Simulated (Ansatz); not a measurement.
# Cl$_{2}$F$_{2}$Zr···H$_{2}$: what the fields show

```xyz
7

Zr   -0.0960   -0.0317    0.1324
Cl   -0.3316   -0.3585    2.4540
F     1.7011   -0.0201   -0.4673
Cl   -1.3773    1.7265   -0.7596
F    -0.8096   -1.5922   -0.6474
H     1.1145    2.2271    0.8491
H     1.0215    1.9198    1.5392
```

Core potentials replace the inner electrons of Zr.

These are results of Ansatz 0.2.0, RKS r2SCAN-D4/def2-SVP, not measurements.

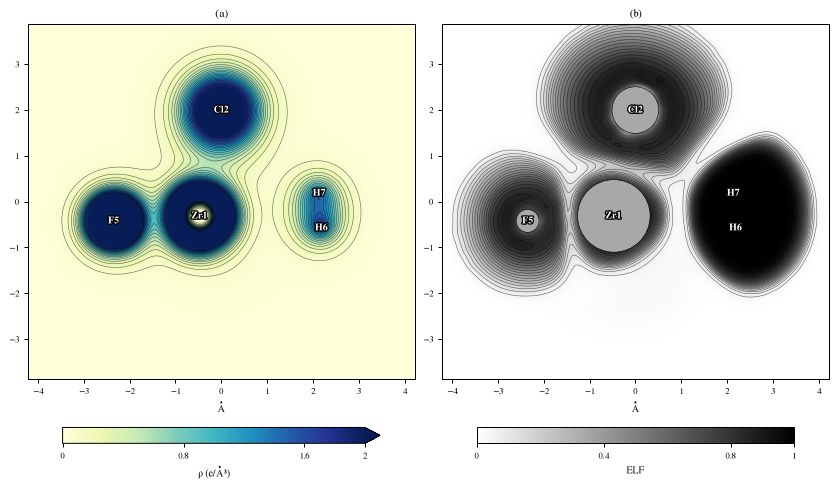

Figure 1. (a) electron density; (b) ELF on the plane of atoms Cl2, Zr1 and F5. Grey discs cover the atomic cores in the ELF map.

Q: What does the map show?

A: The plane passes through Zr, Cl, F and H nuclei. Zr1···H7 (2.65 Å): the density falls to about 0.09 e/Å³ on the way; the ELF dips to about 0 between them. Zr–F (1.88 Å): ρ at the midpoint is about 0.98 e/Å³; the ELF peaks at about 0.85 in the valence shell of F, 0.5 Å from its nucleus, and drops to about 0.25 between the two atoms. Zr–Cl (2.36 Å): the density is about 0.57 e/Å³ at the midpoint; the ELF peaks at about 0.85 in the valence shell of Cl, 0.8 Å from its nucleus, and is about 0.35 at the midpoint. H–H (0.76 Å): ρ at the midpoint is about 1.7 e/Å³; the ELF peaks at about 1 between the atoms.

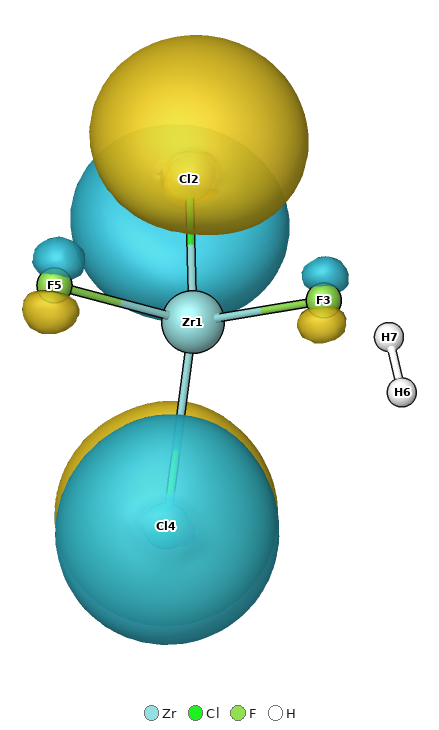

Figure 2. One frontier orbital at ±0.08 Å⁻³ᐟ² (yellow and cyan are the two phases), seen at a tilt.

Q: Which orbital is it: HOMO or LUMO?

A: The HOMO, at −8.69 eV. By Hirshfeld shares it lies mainly on Cl4 (about 50 %) and Cl2 (about 45 %); largely a combination of lone pairs on Cl4 and Cl2.
